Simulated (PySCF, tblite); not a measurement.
**C6H13BN2O: geometry, infrared bands and NMR shifts**

Aim: predict the infrared bands and NMR shifts of C6H13BN2O (`C=CC/C(C)=C\OB(N)N`).

Programs: tblite 0.8.0 and PySCF 2.14.0, with density-fitted response routines of our own. Each step states its level of theory. These are calculated values for one molecule in the gas phase, unless marked as measured. Atoms are numbered from 0 throughout.

## (1) Starting geometry

23 atoms, charge 0, multiplicity 1; geometry from: force field or distance geometry start.

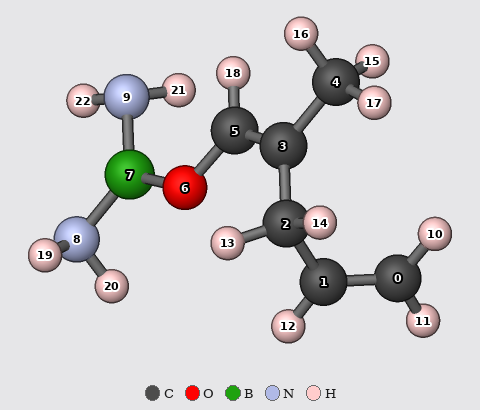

As it starts; carbon dark grey, oxygen red, boron green, nitrogen light blue, hydrogen pink, atoms numbered.

## (2) Geometry optimisation with GFN2-xTB

Job settings and geometry (Å):

```
{"job": {"kind": "relax", "xc": "GFN2-xTB", "basis": "xTB"}, "charge": 0, "multiplicity": 1}
C     -2.677200     0.563600    -1.473100
C     -1.521300     1.179400    -1.263400
C     -1.075400     1.577300     0.131800
C     -0.774900     0.377700     0.969600
C     -1.710700    -0.031700     2.092300
C      0.322000    -0.362200     0.756100
O      1.218500    -0.018000    -0.265700
B      2.450900    -0.805300    -0.564800
N      3.381600    -0.343100    -1.675400
N      2.776800    -2.071300     0.225800
H     -3.363100     0.340300    -0.652900
H     -2.977100     0.285600    -2.479200
H     -0.870300     1.393200    -2.085300
H     -0.177600     2.224900     0.056800
H     -1.886700     2.208500     0.592800
H     -2.081200    -1.061600     1.921800
H     -1.176000     0.009700     3.062100
H     -2.589400     0.640700     2.139600
H      0.523000    -1.223100     1.389600
H      3.671400     0.636600    -1.432300
H      2.804600    -0.279100    -2.546700
H      2.041400    -2.772100     0.000800
H      3.686000    -2.442900    -0.138100
```

The run is started by

```console
$ OMP_NUM_THREADS=1 python probes_run.py task.json out
```

This one command runs all jobs of the session in turn.

Output:

```text
step      E/eV     max force
  0    -832.61011    2.762
  1    -832.98571    1.894
  2    -833.22659    1.093
  3    -833.27481    0.645
  4    -833.30224    0.561
  5    -833.32785    0.497
  6    -833.36676    0.455
  7    -833.39390    0.470
  8    -833.41614    0.452
  9    -833.43757    0.369
 10    -833.45795    0.310
 11    -833.47483    0.371
 12    -833.48435    0.628
 13    -833.50168    0.312
 14    -833.52359    0.290
 15    -833.54471    0.329
 16    -833.55980    0.370
 17    -833.57145    0.290
 18    -833.58478    0.421
 19    -833.59384    0.266
 20    -833.60077    0.195
 21    -833.60640    0.191
 22    -833.61163    0.252
 23    -833.61917    0.236
 24    -833.62690    0.257
 25    -833.63643    0.261
 26    -833.64777    0.550
 27    -833.66872    0.604
 28    -833.69584    0.667
 29    -833.75531    0.508
 30    -833.75650    1.564
 31    -833.76284    1.430
 32    -833.81487    0.812
 33    -833.83422    0.566
 34    -833.85545    0.460
 35    -833.89387    0.355
 36    -833.91153    0.285
 37    -833.92440    0.452
 38    -833.90545    0.971
 39    -833.93676    0.269
 40    -833.94065    0.200
 41    -833.95333    0.143
 42    -833.95585    0.179
 43    -833.95994    0.125
 44    -833.96175    0.117
 45    -833.96439    0.113
 46    -833.96703    0.133
 47    -833.96942    0.107
 48    -833.97078    0.058
 49    -833.97163    0.071
 50    -833.97243    0.077
 51    -833.97341    0.069
 52    -833.97435    0.065
 53    -833.97510    0.050
 54    -833.97575    0.062
 55    -833.97646    0.074
 56    -833.97728    0.076
 57    -833.97814    0.084
 58    -833.97903    0.078
 59    -833.97999    0.100
 60    -833.98108    0.114
 61    -833.98223    0.084
 62    -833.98336    0.077
 63    -833.98448    0.081
 64    -833.98551    0.101
 65    -833.98611    0.191
 66    -833.98718    0.102
 67    -833.98789    0.075
 68    -833.98855    0.059
 69    -833.98905    0.071
 70    -833.98976    0.075
 71    -833.99062    0.086
 72    -833.99173    0.100
 73    -833.99295    0.086
 74    -833.99433    0.105
 75    -833.99572    0.094
 76    -833.99694    0.073
 77    -833.99820    0.079
 78    -833.99964    0.092
 79    -834.00109    0.113
 80    -834.00166    0.128
 81    -834.00333    0.092
 82    -834.00433    0.073
 83    -834.00644    0.103
 84    -834.00796    0.107
 85    -834.01018    0.124
 86    -834.01225    0.134
 87    -834.01486    0.101
 88    -834.01697    0.092
 89    -834.01885    0.081
 90    -834.02027    0.084
 91    -834.02125    0.116
 92    -834.02234    0.121
 93    -834.02363    0.085
 94    -834.02594    0.104
 95    -834.02711    0.108
 96    -834.02934    0.115
 97    -834.03086    0.094
 98    -834.03189    0.082
 99    -834.03272    0.091
100    -834.03347    0.120
101    -834.03456    0.092
102    -834.03550    0.084
103    -834.03632    0.091
104    -834.03744    0.081
105    -834.03859    0.095
106    -834.03965    0.079
107    -834.04042    0.067
108    -834.04109    0.062
109    -834.04188    0.070
110    -834.04262    0.079
111    -834.04311    0.058
112    -834.04349    0.053
113    -834.04379    0.043
114    -834.04420    0.049
115    -834.04440    0.037
116    -834.04460    0.038
117    -834.04477    0.042
118    -834.04497    0.036
119    -834.04520    0.035
120    -834.04549    0.045
121    -834.04588    0.077
122    -834.04638    0.093
123    -834.04695    0.078
124    -834.04750    0.057
125    -834.04795    0.054
126    -834.04847    0.077
127    -834.04897    0.061
128    -834.04952    0.051
129    -834.04992    0.063
130    -834.05055    0.083
131    -834.05108    0.071
132    -834.05147    0.039
133    -834.05173    0.040
134    -834.05197    0.056
135    -834.05229    0.062
136    -834.05285    0.056
137    -834.05347    0.057
138    -834.05395    0.054
139    -834.05424    0.043
140    -834.05448    0.032
141    -834.05471    0.026
142    -834.05492    0.027
143    -834.05508    0.026
144    -834.05522    0.025
145    -834.05540    0.023
146    -834.05564    0.029
147    -834.05589    0.035
148    -834.05604    0.036
149    -834.05619    0.032
150    -834.05632    0.028
151    -834.05658    0.028
152    -834.05684    0.060
153    -834.05746    0.075
154    -834.05818    0.084
155    -834.05900    0.081
156    -834.05994    0.081
157    -834.06109    0.077
158    -834.06260    0.108
159    -834.06439    0.188
160    -834.06415    0.279
161    -834.06808    0.257
162    -834.06995    0.104
163    -834.07318    0.139
164    -834.07714    0.250
165    -834.08103    0.193
166    -834.08518    0.153
167    -834.08835    0.112
168    -834.09133    0.171
169    -834.09525    0.211
170    -834.09473    0.364
171    -834.10072    0.166
172    -834.10263    0.092
173    -834.10453    0.080
174    -834.10606    0.135
175    -834.10713    0.089
176    -834.10835    0.083
177    -834.10956    0.088
178    -834.11056    0.054
179    -834.11116    0.040
180    -834.11146    0.043
181    -834.11171    0.036
182    -834.11193    0.026
183    -834.11205    0.031
184    -834.11224    0.031
185    -834.11259    0.039
186    -834.11300    0.044
187    -834.11345    0.044
188    -834.11389    0.050
189    -834.11433    0.043
190    -834.11488    0.044
191    -834.11550    0.065
192    -834.11628    0.066
193    -834.11704    0.050
194    -834.11792    0.058
195    -834.11851    0.071
196    -834.11909    0.090
197    -834.11943    0.054
198    -834.11975    0.039
199    -834.12004    0.043
200    -834.12030    0.038
201    -834.12053    0.032
202    -834.12075    0.033
203    -834.12100    0.045
204    -834.12129    0.043
205    -834.12160    0.033
206    -834.12190    0.028
207    -834.12213    0.025
208    -834.12230    0.028
209    -834.12241    0.021
210    -834.12249    0.016
211    -834.12255    0.017
212    -834.12262    0.021
213    -834.12270    0.021
214    -834.12278    0.018
215    -834.12285    0.017
216    -834.12291    0.014
217    -834.12295    0.013
218    -834.12300    0.011
219    -834.12303    0.010
```

Run time: 3.5 s. Hardware: 1 thread of Arm Neoverse N1, shared host; peak memory 0.18 GiB.

Relaxation path: (not every step is listed)

```
step  energy from step 0 (eV)  largest force (eV/Å)
   0                   0.0000                2.7619
   1                  -0.3756                1.8943
   2                  -0.6165                1.0932
   3                  -0.6647                0.6449
   4                  -0.6921                0.5610
   5                  -0.7177                0.4970
   6                  -0.7567                0.4550
   7                  -0.7838                0.4696
   8                  -0.8060                0.4521
  28                  -1.0857                0.6673
  48                  -1.3607                0.0577
  68                  -1.3784                0.0591
  88                  -1.4069                0.0920
 108                  -1.4310                0.0618
 128                  -1.4394                0.0505
 148                  -1.4459                0.0355
 168                  -1.4812                0.1708
 188                  -1.5038                0.0504
 208                  -1.5122                0.0282
 214                  -1.5127                0.0182
 215                  -1.5127                0.0166
 216                  -1.5128                0.0141
 217                  -1.5128                0.0130
 218                  -1.5129                0.0107
 219                  -1.5129                0.0099
```

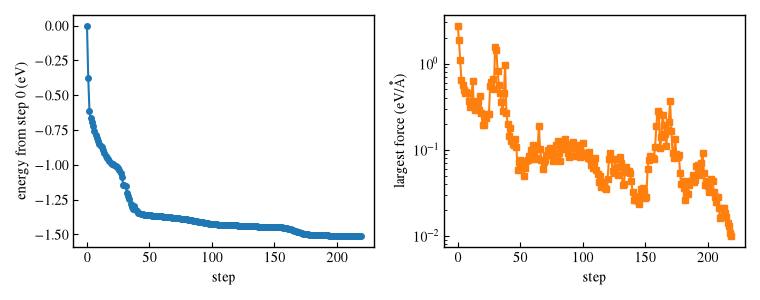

Energy and force, step by step.

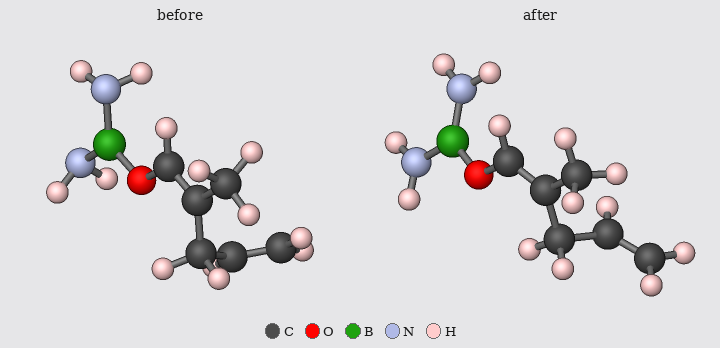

The geometry before (left) and after (right).

Distances of close pairs at the start and the end, largest changes first:

```
  bond  before (Å)  after (Å)  change (Å)
 B7–N9       1.528      1.414      -0.114
 O6–B7       1.493      1.379      -0.113
 B7–N8       1.521      1.410      -0.111
N8–H19       1.050      1.002      -0.048
 C5–O6       1.402      1.356      -0.046
N8–H20       1.047      1.002      -0.045
N9–H22       1.047      1.002      -0.045
N9–H21       1.040      1.003      -0.038
```

The final coordinates are the input of the step that follows.

## (3) Vibrational analysis with GFN2-xTB

Job settings and geometry (Å):

```
{"job": {"kind": "ir", "xc": "GFN2-xTB", "basis": "xTB"}, "charge": 0, "multiplicity": 1}
C     -3.331481     0.956209    -1.262863
C     -2.060451     0.622442    -1.140402
C     -1.093241     1.278397    -0.203520
C     -0.615667     0.288510     0.830170
C     -1.611752    -0.107746     1.875937
C      0.611232    -0.225435     0.795981
O      1.545377     0.149255    -0.112440
B      2.619478    -0.631242    -0.486692
N      3.619977     0.019649    -1.236776
N      2.728492    -2.003097    -0.162981
H     -3.763419     1.761592    -0.690327
H     -3.994746     0.446703    -1.941941
H     -1.647970    -0.193210    -1.720758
H     -0.226497     1.629936    -0.766593
H     -1.572275     2.128076     0.288691
H     -2.510103    -0.506239     1.404670
H     -1.200103    -0.858673     2.545265
H     -1.907955     0.759490     2.466677
H      0.930379    -0.947608     1.543217
H      3.563446     0.996691    -1.451951
H      4.428370    -0.436683    -1.612859
H      1.992379    -2.525844     0.273363
H      3.491780    -2.574191    -0.471764
```

Output:

```text
mode    cm-1     km/mol
  1      22.4      0.75
  2      36.3      0.44
  3      58.0      0.20
  4      79.9      1.01
  5     107.9      0.40
  6     138.7      0.13
  7     205.8      0.32
  8     209.6      0.39
  9     234.8      7.54
 10     295.9      2.04
 11     315.5      1.21
 12     348.8    228.08
 13     362.8    175.71
 14     409.3     37.63
 15     416.2      1.10
 16     440.3      1.63
 17     462.3     17.37
 18     498.4     24.26
 19     518.4     40.47
 20     522.4     19.36
 21     648.6      2.13
 22     795.0      6.86
 23     836.4      4.43
 24     844.4      4.30
 25     860.8     11.11
 26     871.1      7.71
 27     897.5      7.45
 28     912.1      4.60
 29     973.9      5.03
 30    1016.2      6.69
 31    1027.1     18.85
 32    1035.4      4.62
 33    1094.5      6.41
 34    1173.0     34.74
 35    1191.8     38.62
 36    1242.3      8.67
 37    1262.5    174.02
 38    1271.9    946.18
 39    1298.3      2.80
 40    1330.7     12.48
 41    1366.1    289.75
 42    1404.1      3.83
 43    1416.2      4.60
 44    1454.9      1.69
 45    1480.7      3.56
 46    1492.7      2.05
 47    1522.9    192.48
 48    1531.6    141.20
 49    1712.9      9.91
 50    1730.8     69.20
 51    2965.3     38.62
 52    2980.2     59.65
 53    2982.7     27.83
 54    2989.1     35.22
 55    3008.4     40.00
 56    3041.4     47.23
 57    3052.5     38.56
 58    3091.0     29.62
 59    3115.5     66.20
 60    3538.3      1.44
 61    3545.5      3.39
 62    3579.7      0.82
 63    3591.3      1.47
```

It took 1.8 s on 1 thread of Arm Neoverse N1, shared host; peak memory 0.18 GiB.

The strongest bands and the atoms that carry them (share of the mass-weighted mode):

```
cm⁻¹  km/mol                                  atoms
 349   228.1                     H20 23 %, H21 21 %
 363   175.7           H20 19 %, H21 12 %, H22 11 %
1262   174.0  H12 25 %, H13 20 %, H14 15 %, B7 11 %
1272   946.2                       B7 43 %, O6 21 %
1366   289.8                                B7 64 %
1523   192.5            H20 38 %, H19 37 %, N8 17 %
1532   141.2            H21 40 %, H22 40 %, N9 15 %
1731    69.2                       C3 45 %, C5 37 %
```

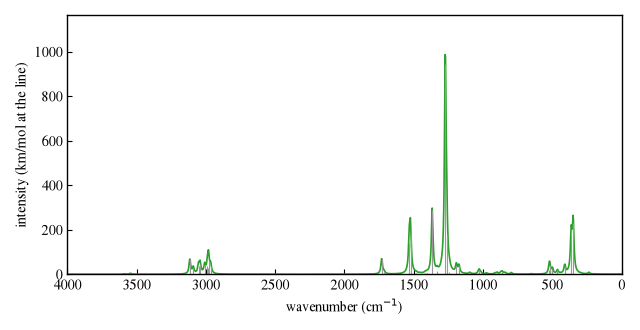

The infrared spectrum from these modes, unscaled. Lines are broadened to a width of 14 cm⁻¹ (Lorentzian).

## (4) Shielding tensors: PBE0/pcSseg-1

The job, as its differences from that of step 3:

```diff
@@ -1,2 +1,2 @@
-{"job": {"kind": "ir", "xc": "GFN2-xTB", "basis": "xTB"}, "charge": 0, "multiplicity": 1}
+{"job": {"kind": "nmr", "xc": "PBE0", "basis": "pcSseg-1"}, "charge": 0, "multiplicity": 1}
 C     -3.331481     0.956209    -1.262863
```

Method: GIAO PBE0/pcSseg-1 NMR shielding, non-relativistic, gas phase.

Output:

```text
coarse grid: 18872 points
cycle   1  E = -445.3657024669  dE =  1.376e+00  |g| = 7.723e-01  |ddm| = 4.227e+00
cycle   2  E = -445.3092044679  dE =  5.650e-02  |g| = 9.675e-01  |ddm| = 1.331e+00
cycle   3  E = -445.4919974193  dE = -1.828e-01  |g| = 1.199e-01  |ddm| = 7.999e-01
cycle   4  E = -445.4943295931  dE = -2.332e-03  |g| = 4.375e-02  |ddm| = 1.068e-01
cycle   5  E = -445.4946603214  dE = -3.307e-04  |g| = 1.614e-02  |ddm| = 4.194e-02
cycle   6  E = -445.4947181607  dE = -5.784e-05  |g| = 4.336e-03  |ddm| = 1.676e-02
cycle   7  E = -445.4947222193  dE = -4.059e-06  |g| = 1.374e-03  |ddm| = 4.231e-03
final grid: 181488 points
cycle   8  E = -445.5566093500  dE = -4.736e-05  |g| = 1.272e-02  |ddm| = 3.892e-02
cycle   9  E = -445.5565842888  dE =  2.506e-05  |g| = 1.732e-02  |ddm| = 1.879e-02
cycle  10  E = -445.5566419209  dE = -5.763e-05  |g| = 2.284e-03  |ddm| = 1.168e-02
cycle  11  E = -445.5566430105  dE = -1.090e-06  |g| = 3.238e-04  |ddm| = 2.022e-03
cycle  12  E = -445.5566430264  dE = -1.595e-08  |g| = 1.916e-04  |ddm| = 4.142e-04
cycle  13  E = -445.5566430353  dE = -8.849e-09  |g| = 4.335e-05  |ddm| = 1.953e-04
cycle  14  E = -445.5566430357  dE = -3.980e-10  |g| = 1.369e-05  |ddm| = 4.204e-05
converged SCF energy = -445.5566430357

GIAO shielding tensors (ppm)
atom      isotropic    diamagn.    paramagn.     s11        s22        s33       span
  0 C       65.938     252.981    -187.044    -46.899     88.153    156.559    203.458
  1 C       38.966     256.827    -217.861    -82.212     45.695    153.415    235.627
  2 C      147.294     246.698     -99.404    125.650    148.487    167.746     42.096
  3 C       64.654     265.434    -200.780    -39.748     79.083    154.628    194.376
  4 C      167.706     246.573     -78.867    151.708    164.042    187.367     35.660
  5 C       46.552     254.820    -208.268    -45.396     87.812     97.238    142.634
  6 O      190.541     400.727    -210.186    127.406    142.948    301.270    173.864
  7 B       80.189     194.905    -114.717     58.782     84.105     97.680     38.899
  8 N      220.573     316.625     -96.052    191.724    205.151    264.845     73.121
  9 N      224.784     318.963     -94.180    198.900    219.013    256.438     57.538
 10 H       26.378      30.744      -4.366     22.602     25.937     30.594      7.992
 11 H       26.466      29.031      -2.565     23.228     25.472     30.699      7.471
 12 H       25.816      33.858      -8.042     22.538     25.207     29.703      7.164
 13 H       27.571      32.941      -5.370     22.839     28.014     31.859      9.020
 14 H       29.630      33.192      -3.562     26.620     28.199     34.071      7.450
 15 H       29.679      30.734      -1.056     25.044     29.399     34.593      9.549
 16 H       30.338      31.078      -0.740     25.964     29.350     35.700      9.737
 17 H       30.225      29.570       0.656     26.324     27.619     36.733     10.409
 18 H       25.244      35.374     -10.130     21.280     24.103     30.350      9.071
 19 H       29.891      32.459      -2.568     23.202     27.506     38.964     15.763
 20 H       30.211      29.101       1.109     23.581     27.483     39.567     15.985
 21 H       30.005      34.672      -4.667     22.767     28.550     38.699     15.932
 22 H       30.167      29.999       0.168     23.618     27.210     39.672     16.053
```

Run time: 2 min. Hardware: 1 thread of Arm Neoverse N1, shared host; peak memory 1.1 GiB.

Shifts follow as δ = σ(reference) − σ, with reference shieldings (ppm) from runs at the same level and on the same kind of geometry: 1H TMS 31.72, 13C TMS 186.9, 15N NH3 267.7, 17O H2O 336.1, 11B BF3·OEt2 100.1. The references are single molecules in the gas phase, so shifts against H2O, NH3, PH3, H3PO4 or CFCl3 are not on the usual liquid scales and can be off by tens of ppm. Atoms listed in one row are averaged.

```
             atoms                                    environment  σ (ppm)  δ (ppm)  δ scaled to CDCl3
                C1                                      alkene CH     39.0    148.0              142.5
                C5                   alkene carbon bearing oxygen     46.6    140.4              135.1
                C3  β carbon of an enol-ether or enamine type C=C     64.7    122.3              117.4
                C0                           terminal =CH2 carbon     65.9    121.0              116.2
                C2                                allylic sp3 CH2    147.3     39.6               36.8
                C4                          allylic methyl carbon    167.7     19.2               16.8
               H18    hydrogen on an alkene carbon bearing oxygen    25.24     6.47               6.21
               H12                       hydrogen on an alkene CH    25.82     5.90               5.67
               H10             hydrogen on a terminal =CH2 carbon    26.38     5.34               5.14
               H11             hydrogen on a terminal =CH2 carbon    26.47     5.25               5.06
          H13, H14                 hydrogen on an allylic sp3 CH2    28.60     3.12               3.04
H19, H20, H21, H22             hydrogen on a nitrogen bonded to B    30.07     1.65                  –
     H15, H16, H17           hydrogen on an allylic methyl carbon    30.08     1.64               1.65
                O6                          oxygen bonded to C, B    190.5    145.5                  –
                B7                         boron bonded to 2 N, O     80.2     19.9                  –
            N8, N9                      nitrogen bonded to B, 2 H    222.7     45.1                  –
```

The scaled column applies a straight-line fit of computed shieldings to shifts measured in CDCl3 (root-mean-square error 0.16 ppm for H, 1.9 ppm for C).

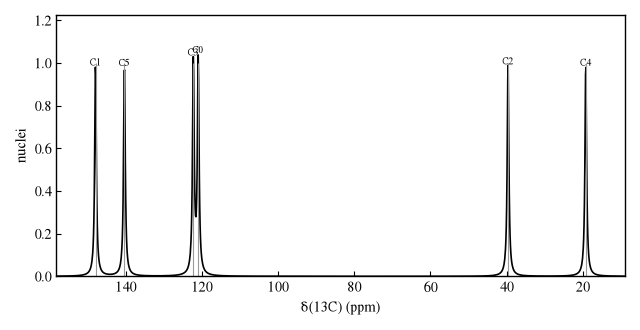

13C lines at the computed shifts, without couplings. Lines are broadened to a width of 0.51 ppm (Lorentzian).

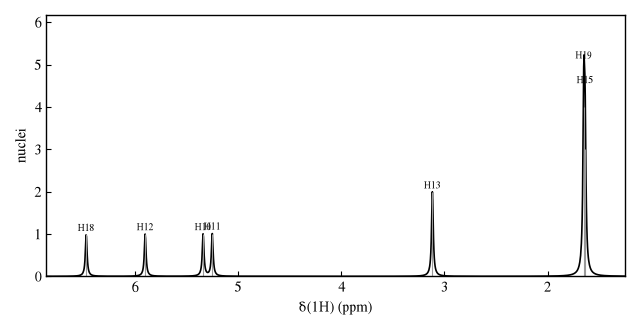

1H lines at the computed shifts, without couplings. Lines are broadened to a width of 0.02 ppm (Lorentzian).

Charges from the same density, by scheme (e):

```
 atoms  Mulliken    IAO  Hirshfeld  ESP fit
    C0     -0.15  -0.33      -0.11    -0.56
    C1     -0.23  -0.12      -0.03    -0.02
    C2     -0.07  -0.27      -0.07    -0.10
    C3     -0.49  -0.03      -0.02     0.11
    C4     -0.13  -0.42      -0.12    -0.53
    C5      0.27   0.02       0.01    -0.22
    O6     -0.49  -0.39      -0.16    -0.31
    B7      0.56   0.44       0.22     0.92
N8, N9     -0.50  -0.62      -0.28    -1.16
```

IAO charges:

C0 -0.33; C1 -0.12; C2 -0.27; C3 -0.03; C4 -0.42; C5 0.02; O6 -0.39; B7 0.44; N8 -0.62; N9 -0.63; H10 0.14; H11 0.15; H12 0.14; H13 0.16; H14 0.14; H15 0.15; H16 0.14; H17 0.14; H18 0.12; H19 0.27; H20 0.26; H21 0.27; H22 0.27

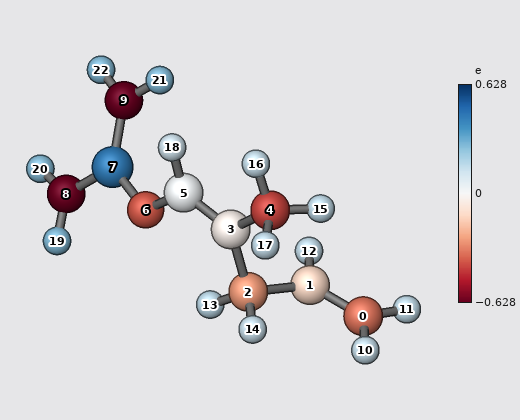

IAO charges, as colours on the atoms.

Mayer bond orders: C0–C1 1.97, C1–C2 1.03, C2–C3 1.04, C3–C4 1.07, C3–C5 1.85, C5–O6 0.95, O6–B7 1.03, B7–N8 1.21, B7–N9 1.17.

Orbitals, density, ELF and potential are computed afterwards from the orbital file.

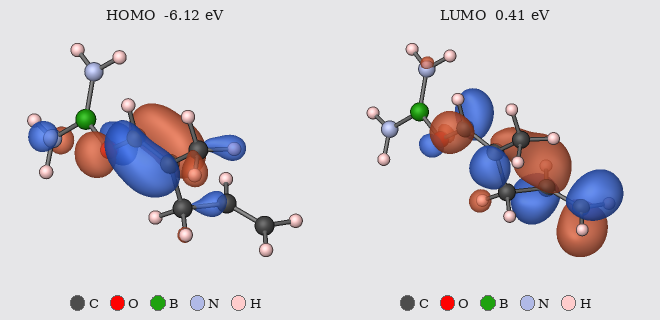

Frontier orbitals at PBE0/pcSseg-1; each surface holds 70 % of the orbital's density, blue and red mark the sign.

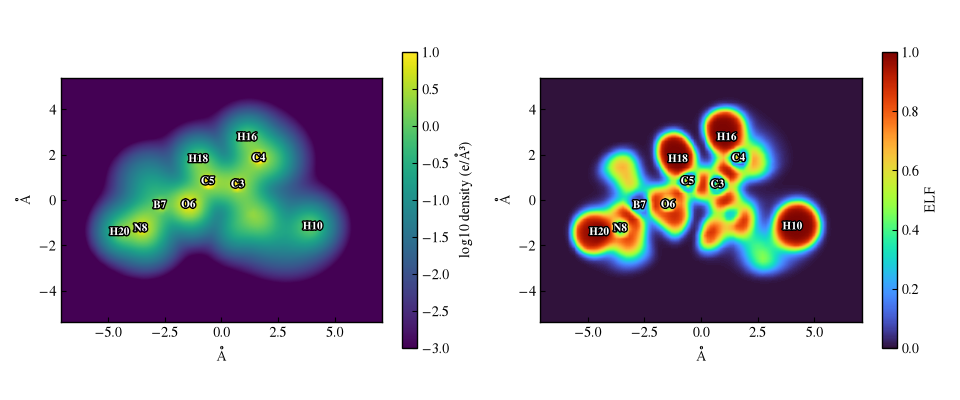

Density (left) and ELF (right) in a plane through or near 10 of the atoms.

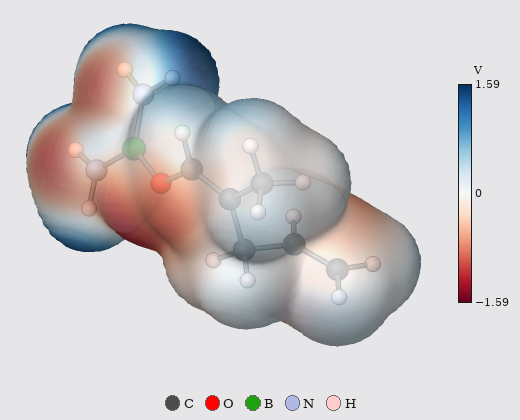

The potential that a unit positive charge feels on the 0.002 e/bohr³ surface, from -1.08 V near O6 to 1.59 V near H22.

## (5) Summary of results

| quantity | value |
| --- | --- |
| strongest single infrared mode (GFN2-xTB) | 1272 cm⁻¹, 946 km/mol |
| zero-point energy (GFN2-xTB) | 118.5 kcal/mol |
| 13C shifts against TMS (PBE0/pcSseg-1) | 148.0, 140.4, 122.3, 121.0, 39.6, 19.2 ppm |
| 1H shifts against TMS (PBE0/pcSseg-1, means over atoms taken as alike) | 6.47, 5.90, 5.34, 5.25, 3.12, 1.65, 1.64 ppm |
| 17O shifts against H2O (PBE0/pcSseg-1) | 145.5 ppm |
| 11B shifts against BF3·OEt2 (PBE0/pcSseg-1) | 19.9 ppm |
| 15N shifts against NH3 (PBE0/pcSseg-1, means over atoms taken as alike) | 45.1 ppm |
| surface potential, least and greatest | -1.08 V and 1.59 V |

In words: The optimisation took 219 steps and gained 1.513 eV; among the close pairs (by a distance rule), B7–N9 changed most, from 1.528 to 1.414 Å. No mode is imaginary among the 63: a minimum at this level. The strongest single mode, at 1272 cm⁻¹, is spread over many atoms; the largest shares are those of B7, O6. GFN2-xTB is a fitted tight-binding method: band positions and strengths are rough. Its intensities can rank the bands wrongly. At PBE0/pcSseg-1: The widest tensor belongs to C1: span 236 ppm, with a paramagnetic part of -218 ppm.
